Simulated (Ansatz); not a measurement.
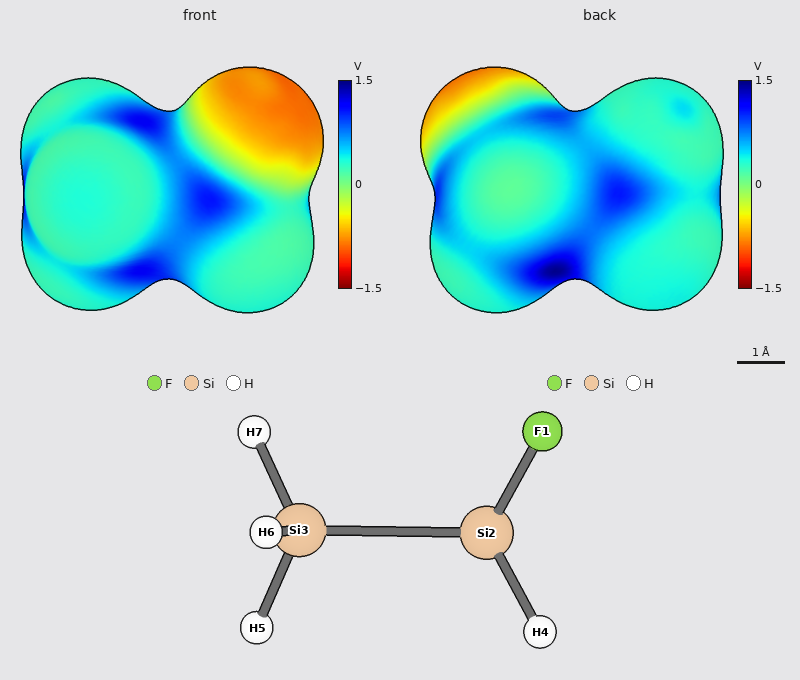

Figure. FH4Si2 (SMILES F[SiH][SiH3]) (doublet). The molecular electrostatic potential painted on the density surface at 0.002 e/bohr³, seen from the front and from behind; the colour scale runs from red (negative) to blue (positive). The bare structure is drawn below in the same view.

Geometry: PBE0-D4/def2-TZVP.

Method: UKS PBE0-D4/def2-TZVPP (Ansatz).

```csv
atom,x (Å),y (Å),z (Å)
F,-0.4360,-2.0045,1.2769
Si,-0.2845,-1.3616,-0.1917
Si,0.4657,0.8520,-0.0650
H,-1.6061,-1.5164,-0.8690
H,0.5413,1.3524,-1.4637
H,-0.4401,1.7308,0.7250
H,1.8211,0.8792,0.5419
```

### Describe the electrostatic potential map.

The most negative region (about −0.9 V, or −21 kcal/mol for a unit charge) lies over F1, the most positive (about +1.3 V, or +30 kcal/mol for a unit charge) over Si2.
